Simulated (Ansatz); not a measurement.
# Geometry relaxation, with input and output: C$_{3}$H$_{8}$N$_{2}$Si (part 1 of 2)

The run: geometry relaxation of C$_{3}$H$_{8}$N$_{2}$Si. Method and program: RHF/def2-SVP (Ansatz 0.2.0).

It belongs to a series of runs on one base structure; here: end point B relaxed. Figures and captions count atoms from 1; the log counts them from 0 in places.

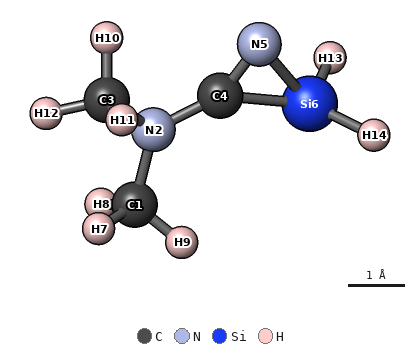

Fig. 1: The structure as given in the input (ball-and-stick view, seen at a tilt; atoms are numbered from 1 in the order of the input). Bond lengths as drawn: C–H 1.07 to 1.14 Å, C–N 1.23 to 1.43 Å, C–Si 1.80 Å, H–Si 1.48 to 1.49 Å and N–Si 1.84 Å.

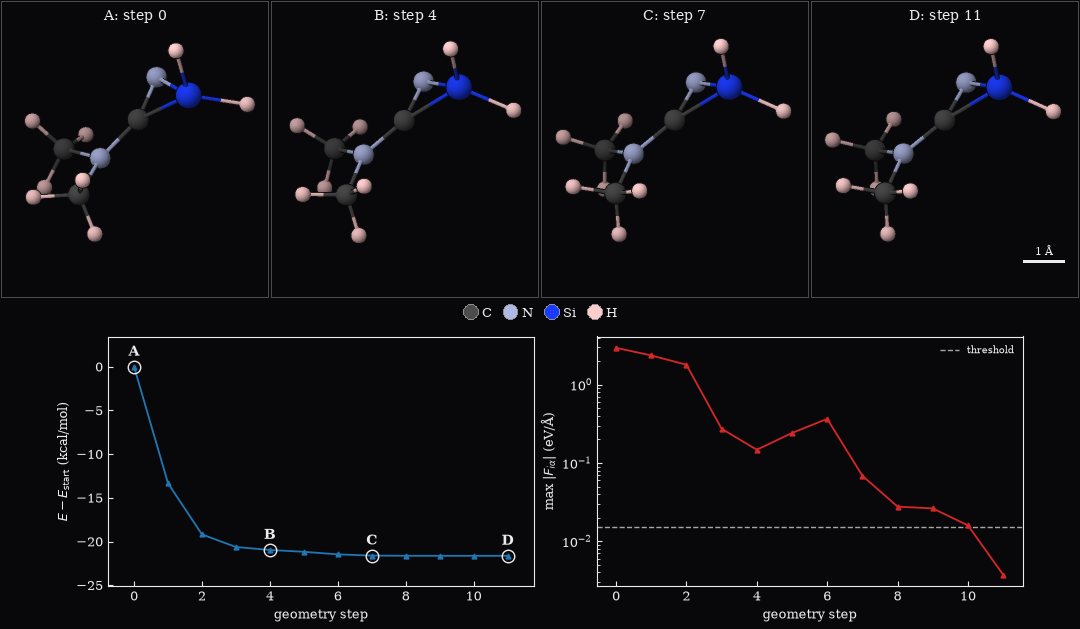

Fig. 2: Frames of the relaxation (ball-and-stick view, seen at a tilt) above the curves, on which the letters mark them (the first geometry is step 0 here and step 1 in the log).

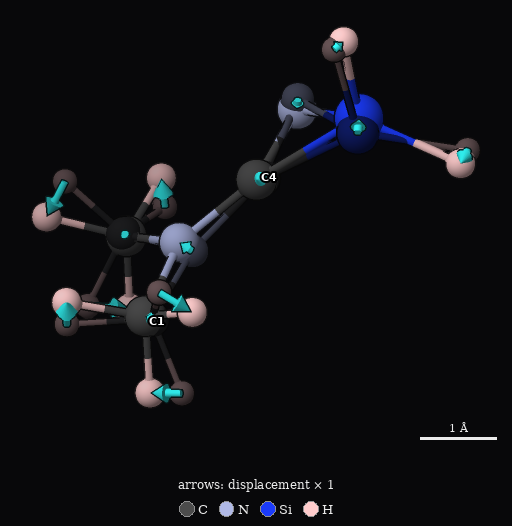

Fig. 3: Start (faint) and end (solid) with the displacements as teal arrows, at true length (ball-and-stick view, seen at a tilt). The two geometries are laid on each other by the best rigid fit. H12 moves most after the best rigid fit: 0.62 Å. By element the largest moves are H 0.62 Å, Si 0.26 Å, N 0.22 Å, C 0.18 Å. Among the contacts that change: N5–Si6 1.838 → 1.741 Å, C4–N5 1.226 → 1.281 Å, C1–H7 1.141 → 1.094 Å, C3–H12 1.128 → 1.093 Å. Among the angles that change: N2–C4–Si6 143.3° → 161.8°, N5–Si6–H14 106.2° → 121.3°, N2–C4–N5 144.4° → 131.3°. The energy falls by 21.6 kcal/mol in 11 geometry steps. The largest force component goes from 3 to 0.0037 eV/Å. (Atoms are counted from 1 in the order of the input.)

The input and output of the run follow.

### Input
```yaml
crystal:
  periodic: [false, false, false]
  atoms:
    - { symbol: C, position_ang: [-0.8781, -0.8595, 1.0903] }
    - { symbol: "N", position_ang: [0.2256, -0.2337, 0.421] }
    - { symbol: C, position_ang: [-0.08739, 1.06329, -0.09614] }
    - { symbol: C, position_ang: [1.54432, -0.46764, 0.62137] }
    - { symbol: "N", position_ang: [2.67086, -0.00092, 0.49165] }
    - { symbol: Si, position_ang: [2.70587, -1.6053, 1.3875] }
    - { symbol: H, position_ang: [-1.6446, -0.0458, 1.3211] }
    - { symbol: H, position_ang: [-1.3556, -1.5482, 0.4263] }
    - { symbol: H, position_ang: [-0.6395, -1.2784, 2.0629] }
    - { symbol: H, position_ang: [0.6066, 1.36027, -0.9209] }
    - { symbol: H, position_ang: [-0.08739, 1.82076, 0.66057] }
    - { symbol: H, position_ang: [-1.09113, 1.08597, -0.60971] }
    - { symbol: H, position_ang: [3.49519, -2.57658, 0.57825] }
    - { symbol: H, position_ang: [3.2624, -1.31724, 2.73066] }
basis:
  gaussian: { orbitals: def2-SVP }
hamiltonian:
  xc: hf
relax:
  f_tol: 0.015
  max_steps: 40
```

Launch command:
```bash
ansatz run input.yaml --threads 2 --pin off --max-ram 3072MiB --backend cpu --events-out ev --progress --plain --runs-dir out
```

### Output
```
The last accepted step is kept in [file] (removed where the run ends without a failure and the disk answers)
Engine: ansatz 0.2.0, aarch64-unknown-linux-gnu
Functional definition: HF
  exchange = exact_x
  correlation = 0
1435 factors; integrals over basis functions are off by at most 3.6e-4 eV
mean field evaluation 1: about -14029.6097 eV, gradient 3.8e1 eV
mean field evaluation 2: about -14029.8107 eV, gradient 3.8e1 eV
mean field evaluation 4: about -14033.8496 eV, gradient 5.6e0 eV
mean field evaluation 8: about -14033.9569 eV, gradient 4.1e-1 eV
mean field -14033.95875396 eV, -515.7384716490 hartree, gradient 1.9e-5 eV, S^2 0.000000; 0 other end points of the search recorded, 0 dependent functions left out
the calculation of the forces begins
reference -14033.95875396 eV, -515.7384716490 hartree; 27, 27 occupied and 101, 101 virtual orbitals, 1435 factors
relax step   1: F+E_penalty+E_count = -14033.95875396 eV  Δ(F+E_penalty+E_count) = +0.000e0 eV  max|allowed force component| = 2.952e0 eV/Å  Δτ_max = 0.0000 Å  (38 SCF iters, accepted)
these checks for a lower state are left out or cut short: starts, cluster_reference, orbital_swaps, neighbouring_geometries, increment
1435 factors; integrals over basis functions are off by at most 4.0e-4 eV
mean field evaluation 16: about -14034.5349 eV, gradient 7.6e-1 eV
mean field -14034.53696804 eV, -515.7597206246 hartree, gradient 3.3e-5 eV, S^2 0.000000; 0 other end points of the search recorded, 0 dependent functions left out
[... from here on the field's lines of each further geometry are left out, up to the last ...]
relax step   2: F+E_penalty+E_count = -14034.53696804 eV  Δ(F+E_penalty+E_count) = -5.782e-1 eV  max|allowed force component| = 2.363e0 eV/Å  Δτ_max = 0.1609 Å  (36 SCF iters, accepted)
relax step   3: F+E_penalty+E_count = -14034.79072461 eV  Δ(F+E_penalty+E_count) = -2.538e-1 eV  max|allowed force component| = 1.795e0 eV/Å  Δτ_max = 0.1397 Å  (37 SCF iters, accepted)
relax step   4: F+E_penalty+E_count = -14034.85317778 eV  Δ(F+E_penalty+E_count) = -6.245e-2 eV  max|allowed force component| = 2.735e-1 eV/Å  Δτ_max = 0.0632 Å  (36 SCF iters, accepted)
relax step   5: F+E_penalty+E_count = -14034.86792977 eV  Δ(F+E_penalty+E_count) = -1.475e-2 eV  max|allowed force component| = 1.475e-1 eV/Å  Δτ_max = 0.0941 Å  (36 SCF iters, accepted)
relax step   6: F+E_penalty+E_count = -14034.87685522 eV  Δ(F+E_penalty+E_count) = -8.925e-3 eV  max|allowed force component| = 2.415e-1 eV/Å  Δτ_max = 0.1547 Å  (37 SCF iters, accepted)
relax step   7: F+E_penalty+E_count = -14034.88963868 eV  Δ(F+E_penalty+E_count) = -1.278e-2 eV  max|allowed force component| = 3.664e-1 eV/Å  Δτ_max = 0.1430 Å  (35 SCF iters, accepted)
relax step   8: F+E_penalty+E_count = -14034.89582409 eV  Δ(F+E_penalty+E_count) = -6.185e-3 eV  max|allowed force component| = 6.873e-2 eV/Å  Δτ_max = 0.0688 Å  (36 SCF iters, accepted)
relax step   9: F+E_penalty+E_count = -14034.89662584 eV  Δ(F+E_penalty+E_count) = -8.018e-4 eV  max|allowed force component| = 2.770e-2 eV/Å  Δτ_max = 0.0343 Å  (36 SCF iters, accepted)
relax step  10: F+E_penalty+E_count = -14034.89680224 eV  Δ(F+E_penalty+E_count) = -1.764e-4 eV  max|allowed force component| = 2.630e-2 eV/Å  Δτ_max = 0.0285 Å  (36 SCF iters, accepted)
relax step  11: F+E_penalty+E_count = -14034.89687528 eV  Δ(F+E_penalty+E_count) = -7.304e-5 eV  max|allowed force component| = 1.596e-2 eV/Å  Δτ_max = 0.0060 Å  (28 SCF iters, accepted)
the calculation of the forces begins
reference -14034.89692059 eV, -515.7729486369 hartree; 27, 27 occupied and 101, 101 virtual orbitals, 1435 factors
relax step  12: F+E_penalty+E_count = -14034.89692059 eV  Δ(F+E_penalty+E_count) = -4.531e-5 eV  max|allowed force component| = 3.740e-3 eV/Å  Δτ_max = 0.0059 Å  (29 SCF iters, accepted)
1435 factors; integrals over basis functions are off by at most 3.3e-4 eV
mean field evaluation 96: about -14034.8938 eV, gradient 3.9e-1 eV
mean field -14034.89692059 eV, -515.7729486369 hartree, gradient 2.5e-5 eV, S^2 0.000000; 1 other end points of the search recorded, 0 dependent functions left out
the calculation of the forces begins
reference -14034.89692059 eV, -515.7729486369 hartree; 27, 27 occupied and 101, 101 virtual orbitals, 1435 factors
Total energy: -14034.89692059 eV, -515.7729486369 hartree
Atom 0 at    -0.914831    -0.801899     1.171518 Å, force     0.002125    -0.000179     0.003267 eV/Å
Atom 1 at     0.197373    -0.098611     0.588136 Å, force    -0.002281     0.003740    -0.002547 eV/Å
Atom 2 at    -0.081927     1.081147    -0.199409 Å, force     0.001455    -0.000631     0.000946 eV/Å
Atom 3 at     1.461719    -0.498022     0.775655 Å, force    -0.001590    -0.003299     0.002991 eV/Å
Atom 4 at     2.571454    -0.012145     0.359794 Å, force     0.001956     0.002603    -0.001927 eV/Å
Atom 5 at     2.879088    -1.431908     1.319974 Å, force    -0.000908    -0.000666    -0.000965 eV/Å
Atom 6 at    -1.472618    -0.159589     1.859277 Å, force     0.000413    -0.000978    -0.000793 eV/Å
Atom 7 at    -1.607530    -1.151664     0.400948 Å, force    -0.000079    -0.000529    -0.001544 eV/Å
Atom 8 at    -0.552946    -1.664842     1.724905 Å, force    -0.001038     0.000864     0.000002 eV/Å
Atom 9 at     0.853178     1.485508    -0.574427 Å, force    -0.001694     0.000541     0.001163 eV/Å
Atom 10 at    -0.581364     1.844091     0.404159 Å, force     0.000791    -0.001176    -0.001161 eV/Å
Atom 11 at    -0.728662     0.837734    -1.046526 Å, force     0.000752    -0.000180     0.000227 eV/Å
Atom 12 at     3.281057    -2.704229     0.695872 Å, force    -0.000248    -0.000554     0.000369 eV/Å
Atom 13 at     3.423138    -1.328560     2.684975 Å, force     0.000346     0.000444    -0.000028 eV/Å
Dipole moment:    -0.479030    -0.255703     0.214958 e Å
```

### Trajectory as extended XYZ (Å, eV, eV/Å), 12 frames, from step=1 to step=12
```
14
Properties=species:S:1:pos:R:3:forces:R:3 step=1 energy=-14033.95875
C    -0.8781   -0.8595    1.0903   -1.0031   1.5946   0.8988
N     0.2256   -0.2337    0.4210    0.6675   1.4856  -0.7035
C    -0.0874    1.0633   -0.0961   -0.6231   0.6917  -2.9522
C     1.5443   -0.4676    0.6214   -2.2189  -2.2217   1.5880
N     2.6709   -0.0009    0.4916    0.5981   0.6436  -0.5435
Si    2.7059   -1.6053    1.3875    1.5793   0.8671  -0.5374
H    -1.6446   -0.0458    1.3211    1.0398  -1.1847  -0.3066
H    -1.3556   -1.5482    0.4263   -0.4209  -0.8898  -0.1269
H    -0.6395   -1.2784    2.0629    0.3117  -0.4581  -0.1518
H     0.6066    1.3603   -0.9209   -0.2352  -0.2784   1.0046
H    -0.0874    1.8208    0.6606    0.0549   0.6635   0.6043
H    -1.0911    1.0860   -0.6097    0.9275  -0.2792   0.7803
H     3.4952   -2.5766    0.5783   -0.4017  -0.1243   0.4422
H     3.2624   -1.3172    2.7307   -0.2757  -0.5098   0.0037
14
Properties=species:S:1:pos:R:3:forces:R:3 step=2 energy=-14034.53697
C    -0.8645   -0.8646    1.1170   -0.1528   0.4109   0.5424
N     0.2043   -0.1680    0.4369    0.5015   0.9777  -0.3594
C    -0.0966    1.1159   -0.1569   -0.1774   0.1968  -0.8748
C     1.5113   -0.4314    0.6512   -1.4052  -2.3633   1.3992
N     2.6337    0.0539    0.4378    0.9771   0.1122  -0.0594
Si    2.7680   -1.5282    1.3567    0.3489   1.2262  -0.6701
H    -1.6301   -0.1312    1.4365    0.4066  -0.3687  -0.1447
H    -1.3510   -1.5823    0.4631   -0.0936  -0.2339  -0.0696
H    -0.5130   -1.3710    2.0266    0.0063   0.0851  -0.4314
H     0.6733    1.3818   -0.8986   -0.2657  -0.1622   0.4108
H    -0.1422    1.9116    0.5870   -0.0270   0.1212   0.1088
H    -1.0614    1.0809   -0.6866    0.3147  -0.0547   0.2208
H     3.4014   -2.6560    0.6117   -0.2965   0.2319   0.3295
H     3.1938   -1.4144    2.7824   -0.1370  -0.1793  -0.4022
```
